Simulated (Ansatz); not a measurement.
Consider GaH3···HF.

Input

```
crystal:
  periodic: [false, false, false]
  atoms:
    - { symbol: Ga, position_ang: [-0.004137, 0.243378, -0.074536] }
    - { symbol: H, position_ang: [0.00235, 0.233302, 1.502028] }
    - { symbol: H, position_ang: [1.372396, 0.310349, -0.819019] }
    - { symbol: H, position_ang: [-1.389176, 0.262925, -0.805664] }
    - { symbol: F, position_ang: [0.08251, -2.351975, 1.195101] }
    - { symbol: H, position_ang: [0.064457, -1.609879, 1.75439] }
basis:
  gaussian: { orbitals: def2-SVP }
hamiltonian:
  xc: b3lyp
  dispersion: d4
relax:
  f_tol: 0.03
  max_steps: 50
output:
  orbitals: {}
```

Run with:

```sh
ansatz run input.yaml --threads 1 --pin off --max-ram 2048MiB --backend cpu --events-out ev --progress --plain --runs-dir out
```

The fields are those of the run's last geometry, not of the input's.

Level of theory: Ansatz, RKS B3LYP-D4/def2-SVP.

> What will maps of the electron density and electron localisation function show?

Ga–H (1.59 Å): the density is about 0.91 e/Å³ at the midpoint; the ELF climbs to about 1 towards the hydrogen.

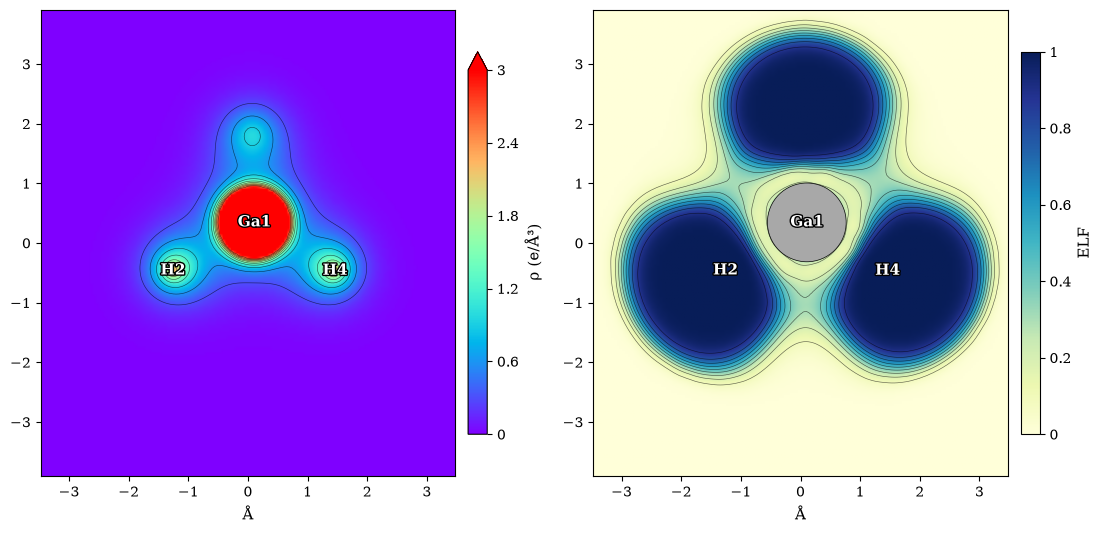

Computed electron density and electron localisation function on the plane of atoms H2, Ga1 and H4, in this order. Grey discs cover the atomic cores in the ELF map. 
